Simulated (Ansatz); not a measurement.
Take HgS (space group P3_221, No. 154; a = 4.465 Å, c = 9.758 Å; made of chains) as the base.

One thing is altered: hole doping at 7.0×10^21 cm⁻³ (1.18 per cell), with a uniform compensating background at fixed cell and a 300 K Fermi–Dirac width.

Calculations: PBE (Ansatz, an electronic-structure program, PAW, without spin-orbit coupling).

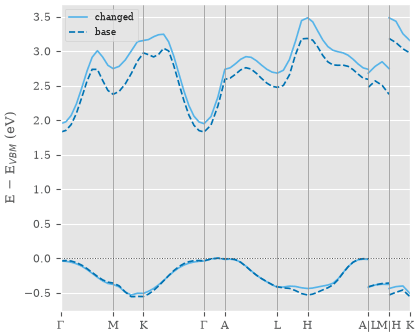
*Highest valence and lowest conduction band along the path, each from its own valence-band maximum*

The gap is 1.95 eV, indirect, Γ–A (67 % along) → Γ; the base has 1.83 eV.

Charged cell with a jellium background: band edges are those of the host's band count, energies are not comparable with the neutral cell, and many-body gap narrowing is missing. Spin-orbit coupling, missing from the scalar runs, can matter with Hg. No phonon test of stability was made. No dispersion term is included, though the crystal is made of layers, chains or molecules, so its spacings can come out too wide.
